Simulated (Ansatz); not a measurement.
**Geometry relaxation, with input and output: AlNH5ClO2**

AlNH5ClO2, computed with RHF/def2-SVP (Ansatz 0.2.0).

The input holds or restrains some coordinates. It belongs to a series of runs on one base structure; here: pulled along the bonds that form and break, towards end A.

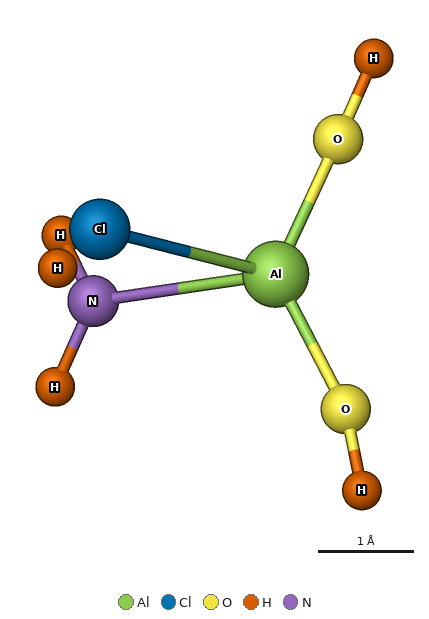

Fig. 1: The structure as given in the input (ball-and-stick view, seen at a tilt). Sticks mark near contacts.

### Results in brief

```json
{"quantity": "outcome", "value": "converged under the restraints of the input"}
{"quantity": "total energy", "value": "−24716.6750 eV"}
{"quantity": "mean-field energy", "value": "−24716.6750 eV"}
{"quantity": "largest force (length of the vector) at the end, held atoms and coordinates included", "value": "1.240 eV/Å"}
{"quantity": "hardware", "value": "2 threads of Arm Neoverse V1, 24 GiB of memory available, shared host"}
{"quantity": "wall time", "value": "15 s (CPU time 28 s)"}
{"quantity": "peak memory", "value": "0.2 GiB"}
```

### Input file
```yaml
crystal:
  periodic: [false, false, false]
  atoms:
    - { symbol: Al, position_ang: [-0.0459, -0.5128, 0.5722] }
    - { symbol: Cl, position_ang: [2.3234, 0.3808, -0.0305] }
    - { symbol: O, position_ang: [-0.1971, -2.0279, -0.0162] }
    - { symbol: O, position_ang: [-0.504, 0.0853, 2.0247] }
    - { symbol: H, position_ang: [0.9192, 0.9429, -0.9227] }
    - { symbol: "N", position_ang: [-0.4033, 0.933, -1.0985] }
    - { symbol: H, position_ang: [-0.1924, -2.9192, -0.3288] }
    - { symbol: H, position_ang: [-0.5497, 0.6297, 2.7955] }
    - { symbol: H, position_ang: [-0.6072, 0.6156, -2.033] }
    - { symbol: H, position_ang: [-0.7431, 1.8725, -0.9628] }
basis:
  gaussian: { orbitals: def2-SVP }
hamiltonian:
  xc: hf
relax:
  f_tol: 0.15
  max_steps: 25
  restrain:
    - { distance: [0, 5], at: 3.22, k: 30.0 }
    - { distance: [4, 1], at: 2.63, k: 30.0 }
    - { distance: [0, 1], at: 2.23, k: 30.0 }
    - { distance: [4, 5], at: 1.02, k: 30.0 }
output:
  orbitals: {}
```

Launch command:
```bash
ansatz run input.yaml --threads 2 --pin off --max-ram 3072MiB --backend cpu --events-out ev --progress --plain --runs-dir out
```

### Output
```
The last accepted step is kept in [file] (removed where the run ends without a failure and the disk answers)
Engine: ansatz 0.2.0, aarch64-unknown-linux-gnu
Functional definition: HF
  exchange = exact_x
  correlation = 0
1049 factors; integrals over basis functions are off by at most 3.9e-4 eV
mean field evaluation 1: about -24710.2405 eV, gradient 5.2e1 eV
mean field evaluation 2: about -24710.2934 eV, gradient 5.2e1 eV
mean field evaluation 4: about -24715.2820 eV, gradient 2.7e0 eV
mean field evaluation 8: about -24715.3218 eV, gradient 1.7e-1 eV
mean field -24715.32196649 eV, -908.2713296216 hartree, gradient 1.9e-5 eV, S^2 0.000000; 0 other end points of the search recorded, 0 dependent functions left out
the calculation of the forces begins
reference -24715.32196649 eV, -908.2713296216 hartree; 29, 29 occupied and 74, 74 virtual orbitals, 1049 factors
relax step   1: F+E_penalty+E_count = -24715.32196649 eV  Δ(F+E_penalty+E_count) = +0.000e0 eV  max|allowed force component| = 4.294e0 eV/Å  E_restraint = 29.48389990 eV  max|allowed force component, restraints' pulls added| = 3.418e1 eV/Å  Δτ_max = 0.0000 Å  (38 SCF iters, accepted)
  distance Al 0 - N 5 = 2.2381 Å
  distance H 4 - Cl 1 = 1.7561 Å
  distance Al 0 - Cl 1 = 2.6030 Å
  distance H 4 - N 5 = 1.3342 Å
these checks for a lower state are left out or cut short: starts, cluster_reference, orbital_swaps, neighbouring_geometries, increment
1049 factors; integrals over basis functions are off by at most 7.9e-4 eV
mean field evaluation 16: about -24715.8024 eV, gradient 5.0e-1 eV
mean field -24715.90033104 eV, -908.2925841266 hartree, gradient 5.1e-5 eV, S^2 0.000000; 0 other end points of the search recorded, 0 dependent functions left out
[... from here on the field's lines of each further geometry are left out, up to the last ...]
relax step   2: F+E_penalty+E_count = -24715.90033104 eV  Δ(F+E_penalty+E_count) = -5.784e-1 eV  max|allowed force component| = 5.145e0 eV/Å  E_restraint = 13.96858712 eV  max|allowed force component, restraints' pulls added| = 2.093e1 eV/Å  Δτ_max = 0.1949 Å  (32 SCF iters, accepted)
relax step   3: F+E_penalty+E_count = -24716.19312431 eV  Δ(F+E_penalty+E_count) = -2.928e-1 eV  max|allowed force component| = 2.327e0 eV/Å  E_restraint = 4.55373785 eV  max|allowed force component, restraints' pulls added| = 9.117e0 eV/Å  Δτ_max = 0.1949 Å  (33 SCF iters, accepted)
relax step   4: F+E_penalty+E_count = -24716.21472420 eV  Δ(F+E_penalty+E_count) = -2.160e-2 eV  max|allowed force component| = 1.639e0 eV/Å  E_restraint = 0.47661068 eV  max|allowed force component, restraints' pulls added| = 2.536e0 eV/Å  Δτ_max = 0.1908 Å  (32 SCF iters, accepted)
relax step   5: F+E_penalty+E_count = -24716.30373263 eV  Δ(F+E_penalty+E_count) = -8.901e-2 eV  max|allowed force component| = 1.533e0 eV/Å  E_restraint = 0.06781559 eV  max|allowed force component, restraints' pulls added| = 1.533e0 eV/Å  Δτ_max = 0.1938 Å  (32 SCF iters, accepted)
relax step   6: F+E_penalty+E_count = -24716.56864907 eV  Δ(F+E_penalty+E_count) = -2.649e-1 eV  max|allowed force component| = 8.414e-1 eV/Å  E_restraint = 0.05184355 eV  max|allowed force component, restraints' pulls added| = 6.891e-1 eV/Å  Δτ_max = 0.2000 Å  (32 SCF iters, accepted)
relax step   7: F+E_penalty+E_count = -24716.64834983 eV  Δ(F+E_penalty+E_count) = -7.970e-2 eV  max|allowed force component| = 7.670e-1 eV/Å  E_restraint = 0.03274197 eV  max|allowed force component, restraints' pulls added| = 4.539e-1 eV/Å  Δτ_max = 0.2000 Å  (31 SCF iters, accepted)
relax step   8: F+E_penalty+E_count = -24716.67243823 eV  Δ(F+E_penalty+E_count) = -2.409e-2 eV  max|allowed force component| = 8.941e-1 eV/Å  E_restraint = 0.02043666 eV  max|allowed force component, restraints' pulls added| = 1.926e-1 eV/Å  Δτ_max = 0.1997 Å  (32 SCF iters, accepted)
the calculation of the forces begins
reference -24716.67496041 eV, -908.3210512309 hartree; 29, 29 occupied and 74, 74 virtual orbitals, 1050 factors
relax step   9: F+E_penalty+E_count = -24716.67496041 eV  Δ(F+E_penalty+E_count) = -2.522e-3 eV  max|allowed force component| = 7.706e-1 eV/Å  E_restraint = 0.02326440 eV  max|allowed force component, restraints' pulls added| = 1.365e-1 eV/Å  Δτ_max = 0.1308 Å  (32 SCF iters, accepted)
```

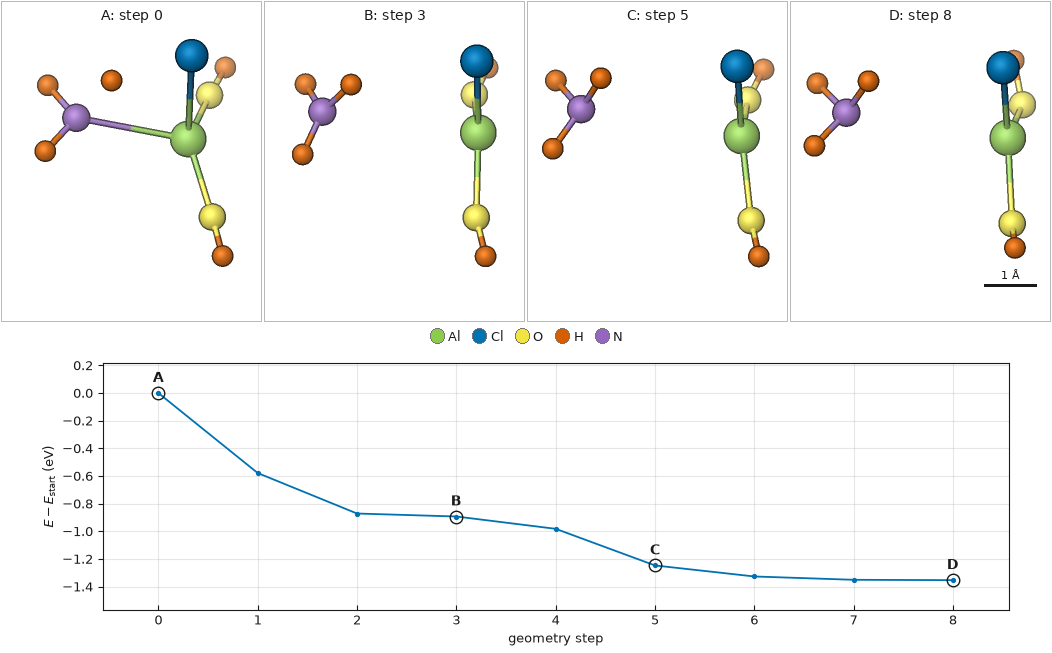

Fig. 2: Frames of the restrained relaxation (ball-and-stick view, seen at a tilt) above the curves, on which the letters mark them (the first geometry is step 0 here and step 1 in the log).

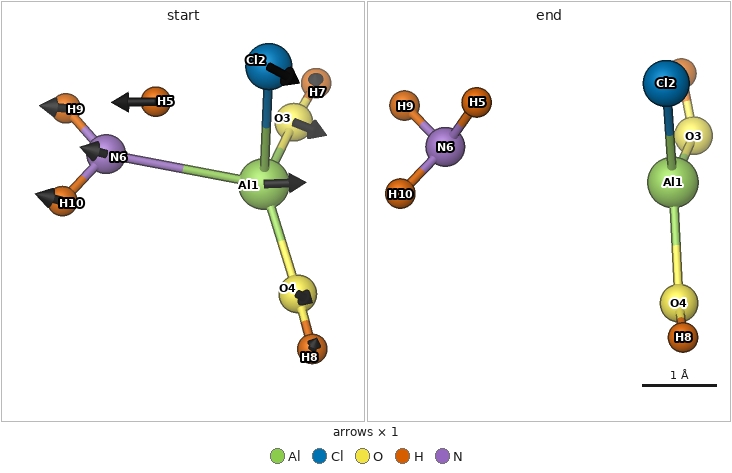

Fig. 3: Before (left) and after (right) the restrained relaxation, at one scale (ball-and-stick view, seen at a tilt). The black arrows give the displacements, at true length. The atom that moves furthest after the best rigid fit is H5 (0.62 Å). Largest moves by element: H 0.62 Å, Al 0.59 Å, Cl 0.57 Å, O 0.52 Å, N 0.41 Å. Among the contacts that change: Al1–N6 2.238 → 3.202 Å, Al1–Cl2 2.603 → 2.197 Å, H5–N6 1.334 → 1.012 Å, Al1–O3 1.632 → 1.672 Å. New bonds form: H5–N6 (1.33 → 1.01 Å). Bonds break: Al1–N6 (2.24 → 3.20 Å). Among the angles that change: Al1–O3–H7 174.1° → 131.9°, Al1–O4–H8 161.5° → 129.6°, Cl2–Al1–O3 108.6° → 119.3°. Over 8 geometry steps the energy falls by 1.353 eV. The largest force component goes from 4.3 to 0.77 eV/Å. (Atoms are counted from 1 in the order of the input.)

```
  distance Al 0 - N 5 = 3.2023 Å
  distance H 4 - Cl 1 = 2.6379 Å
  distance Al 0 - Cl 1 = 2.1966 Å
  distance H 4 - N 5 = 1.0122 Å
1050 factors; integrals over basis functions are off by at most 9.6e-4 eV
mean field -24716.67496041 eV, -908.3210512309 hartree, gradient 4.7e-5 eV, S^2 0.000000; 1 other end points of the search recorded, 0 dependent functions left out
the calculation of the forces begins
reference -24716.67496041 eV, -908.3210512309 hartree; 29, 29 occupied and 74, 74 virtual orbitals, 1050 factors
Total energy: -24716.67496041 eV, -908.3210512309 hartree
Atom 0 at     0.236987    -0.850519     0.968150 Å, force     0.767036     0.770616    -0.596519 eV/Å
Atom 1 at     2.164297    -0.000551     0.345164 Å, force    -0.730922    -0.511249     0.407023 eV/Å
Atom 2 at    -0.215211    -2.355435     0.397379 Å, force    -0.083092     0.136516    -0.006441 eV/Å
Atom 3 at    -0.592454    -0.114817     2.221775 Å, force     0.043368    -0.126314     0.009378 eV/Å
Atom 4 at     0.602142     1.267489    -1.360774 Å, force    -0.367141     0.112741    -0.153006 eV/Å
Atom 5 at    -0.408753     1.221899    -1.386167 Å, force     0.361871    -0.417109     0.338411 eV/Å
Atom 6 at     0.016588    -2.826160    -0.380252 Å, force     0.051994    -0.092452    -0.048957 eV/Å
Atom 7 at    -0.343705     0.616291     2.755797 Å, force    -0.024141     0.087398     0.036384 eV/Å
Atom 8 at    -0.689603     0.890033    -2.292315 Å, force     0.009689     0.037426    -0.019029 eV/Å
Atom 9 at    -0.770389     2.151670    -1.268858 Å, force    -0.028663     0.002427     0.032755 eV/Å
Dipole moment:    -0.033548     0.355126    -0.470116 e Å
```

### Trajectory as extended XYZ (Å, eV, eV/Å), 9 frames, from step=1 to step=9
```
10
Properties=species:S:1:pos:R:3:forces:R:3 step=1 energy=-24715.32197
Al   -0.0459   -0.5128    0.5722    1.1742   1.9212  -2.0224
Cl    2.3234    0.3808   -0.0305   -0.9899  -0.5712   0.4899
O    -0.1971   -2.0279   -0.0162   -0.2217  -1.1547  -0.3859
O    -0.5040    0.0853    2.0247   -0.3721   0.4792   1.0025
H     0.9192    0.9429   -0.9227   -3.8707   0.2692  -0.8800
N    -0.4033    0.9330   -1.0985    4.2940  -1.1334   1.9565
H    -0.1924   -2.9192   -0.3288    0.0495   0.7930   0.3219
H    -0.5497    0.6297    2.7955    0.1202  -0.4138  -0.6444
H    -0.6072    0.6156   -2.0330   -0.0857  -0.0030   0.1391
H    -0.7431    1.8725   -0.9628   -0.0978  -0.1865   0.0229
10
Properties=species:S:1:pos:R:3:forces:R:3 step=2 energy=-24715.90033
Al    0.0780   -0.5846    0.6692    2.0764   1.8565  -1.8629
Cl    2.3596    0.2949    0.0744   -1.5204  -0.9338   0.8122
O    -0.1898   -2.0432   -0.0086   -0.2856  -0.4297  -0.0833
O    -0.5066    0.0859    2.0384   -0.4289   0.0300   0.4461
H     0.7548    0.9970   -1.0124   -3.9850   0.7137  -1.3952
N    -0.3738    1.0244   -1.1975    5.1451  -2.5115   3.4003
H    -0.1996   -2.9177   -0.3332    0.0435   0.0506   0.0453
H    -0.5521    0.6296    2.7958    0.0841   0.0225  -0.0241
H    -0.6161    0.6194   -2.0553   -0.4485  -0.1055  -1.2311
H    -0.7546    1.8941   -0.9708   -0.6806   1.3072  -0.1072
10
Properties=species:S:1:pos:R:3:forces:R:3 step=3 energy=-24716.19312
Al    0.2186   -0.6647    0.7779    1.9899   1.6213  -1.6659
Cl    2.3692    0.1996    0.1844   -1.7350  -0.9792   0.8184
O    -0.1862   -2.0484   -0.0060   -0.1618   0.0099   0.2391
O    -0.5095    0.0883    2.0424   -0.2725  -0.3101   0.1022
H     0.6180    1.0683   -1.1164    0.8375   0.4625  -0.4410
N    -0.3541    1.1029   -1.2854    0.9747  -2.0190   2.3268
H    -0.2043   -2.9177   -0.3362    0.0392  -0.1730  -0.0467
H    -0.5537    0.6303    2.7977    0.0816   0.1672   0.1673
H    -0.6275    0.6177   -2.0840   -0.7735  -0.0834  -1.3128
H    -0.7707    1.9236   -0.9745   -0.9801   1.3038  -0.1874
10
Properties=species:S:1:pos:R:3:forces:R:3 step=4 energy=-24716.21472
Al    0.3543   -0.7450    0.8853    0.8230   1.2564  -1.3967
Cl    2.3647    0.0877    0.3101   -1.1882  -0.7555   0.6512
O    -0.1735   -2.0497    0.0059    0.0713   0.1865   0.5264
O    -0.5011    0.0811    2.0455    0.0381  -0.5506  -0.0484
H     0.5996    1.1454   -1.2101    0.1530   0.3097  -0.3356
N    -0.3828    1.1789   -1.3768    1.6231  -1.2908   1.6388
H    -0.2078   -2.9172   -0.3356    0.0547  -0.0424   0.0076
H    -0.5543    0.6298    2.7991    0.1127   0.0817   0.0434
H    -0.6754    0.6228   -2.1317   -0.8103   0.1867  -0.7115
H    -0.8239    1.9661   -0.9918   -0.8774   0.6182  -0.3751
10
Properties=species:S:1:pos:R:3:forces:R:3 step=5 energy=-24716.30373
Al    0.3378   -0.7680    0.9065    0.7319   1.0003  -0.9897
Cl    2.2976    0.0383    0.3561   -0.6600  -0.4738   0.4321
O    -0.1859   -2.1038    0.0911   -0.0997  -0.1285   0.2182
O    -0.4988   -0.0143    2.1219   -0.1502  -0.2334   0.1822
H     0.6570    1.2734   -1.3438   -0.7290   0.2611  -0.3963
N    -0.3500    1.2523   -1.4519   -0.3109  -0.5915   0.7055
H    -0.1642   -2.9694   -0.2597    0.0495   0.0592   0.0043
H    -0.5140    0.5789    2.8464    0.1089   0.0016  -0.1121
H    -0.7111    0.6593   -2.2205    0.3518   1.5326   1.2247
H    -0.8684    2.0532   -1.0462    0.7075  -1.4275  -1.2688
10
Properties=species:S:1:pos:R:3:forces:R:3 step=6 energy=-24716.56865
Al    0.2757   -0.7868    0.9137    0.8414   0.8090  -0.7898
Cl    2.1953    0.0707    0.2972   -0.6001  -0.4833   0.4515
O    -0.1984   -2.1984    0.1953   -0.1387   0.1149   0.2088
O    -0.4955   -0.1145    2.2217   -0.1603  -0.2663  -0.0495
H     0.6549    1.3717   -1.4422   -0.6787   0.0991  -0.2032
N    -0.3550    1.2631   -1.4494    0.2337  -0.4979   0.5357
H    -0.1142   -3.0650   -0.1402    0.0552   0.0000  -0.0527
H    -0.4743    0.4924    2.9328    0.0978   0.0940  -0.0559
H    -0.6696    0.8309   -2.3145    0.1109   0.6891   0.5150
H    -0.8189    2.1358   -1.2145    0.2388  -0.5585  -0.5600
10
Properties=species:S:1:pos:R:3:forces:R:3 step=7 energy=-24716.64835
Al    0.2880   -0.8102    0.9262    0.6453   0.7670  -0.4495
Cl    2.1976    0.0896    0.3402   -0.7351  -0.5518   0.3780
O    -0.2495   -2.2487    0.3129    0.0535  -0.4539  -0.3431
O    -0.5457   -0.2383    2.2576    0.0855   0.3553   0.1715
H     0.6181    1.2742   -1.4128   -0.4449   0.2018  -0.1727
N    -0.3947    1.2811   -1.3948    0.3984  -0.3904   0.5816
H    -0.0257   -2.9923   -0.2157    0.0074   0.2258   0.0589
H    -0.4226    0.5546    2.7499   -0.0401  -0.0764  -0.0276
H    -0.7403    0.8593   -2.2364   -0.0369   0.1108  -0.1188
H    -0.7252    2.2306   -1.3272    0.0669  -0.1883  -0.0783
10
Properties=species:S:1:pos:R:3:forces:R:3 step=8 energy=-24716.67244
Al    0.2107   -0.8576    0.9898    0.8941   0.8353  -0.7316
Cl    2.1385   -0.0134    0.3566   -0.6818  -0.4749   0.4557
O    -0.2696   -2.2920    0.2967   -0.1184  -0.1905   0.0338
O    -0.5486   -0.1556    2.3129    0.0358  -0.0378  -0.1425
H     0.6039    1.2816   -1.3537   -0.3511   0.0714  -0.1349
N    -0.4049    1.2079   -1.3836    0.2833  -0.2591   0.3495
H     0.0688   -2.8820   -0.3528   -0.0178   0.1221   0.0768
H    -0.3367    0.6835    2.6842   -0.0501  -0.0386   0.0668
H    -0.6719    0.9012   -2.3028    0.0080  -0.0295   0.0007
H    -0.7904    2.1263   -1.2474   -0.0020   0.0015   0.0256
10
Properties=species:S:1:pos:R:3:forces:R:3 step=9 energy=-24716.67496
Al    0.2370   -0.8505    0.9681    0.7670   0.7706  -0.5965
Cl    2.1643   -0.0006    0.3452   -0.7309  -0.5112   0.4070
O    -0.2152   -2.3554    0.3974   -0.0831   0.1365  -0.0064
O    -0.5925   -0.1148    2.2218    0.0434  -0.1263   0.0094
H     0.6021    1.2675   -1.3608   -0.3671   0.1127  -0.1530
N    -0.4088    1.2219   -1.3862    0.3619  -0.4171   0.3384
H     0.0166   -2.8262   -0.3803    0.0520  -0.0925  -0.0490
H    -0.3437    0.6163    2.7558   -0.0241   0.0874   0.0364
H    -0.6896    0.8900   -2.2923    0.0097   0.0374  -0.0190
H    -0.7704    2.1517   -1.2689   -0.0287   0.0024   0.0328
```

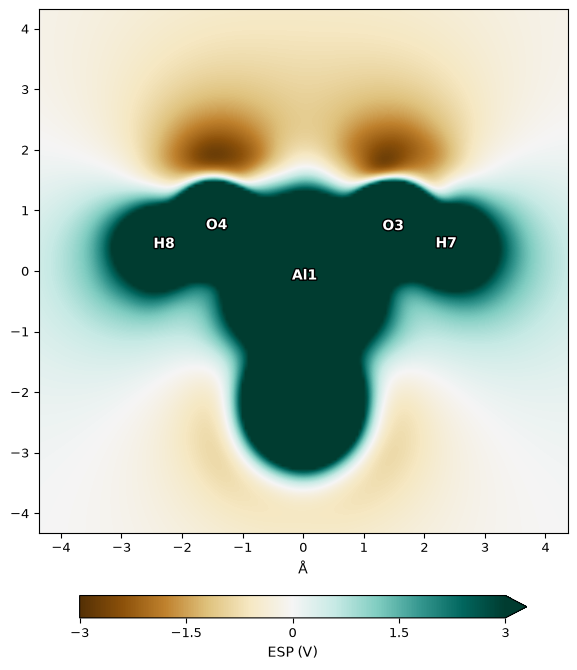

Fig. 4: Molecular electrostatic potential on the plane of atoms O3, Al1 and O4.

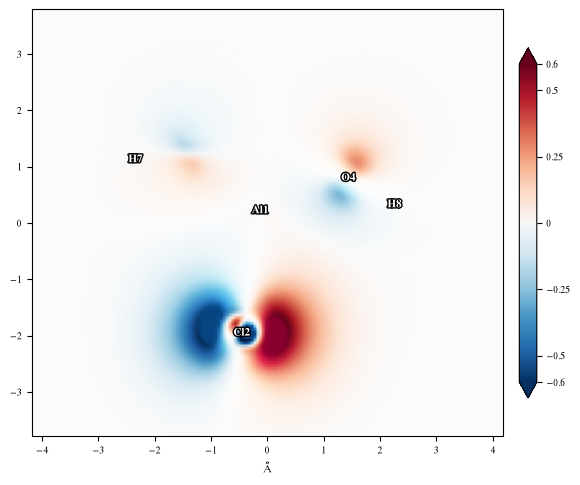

Fig. 5: The HOMO−1 on the plane of atoms Cl2, Al1 and O4 (values in Å⁻³ᐟ²; the overall sign is arbitrary). Its energy is −11.96 eV.
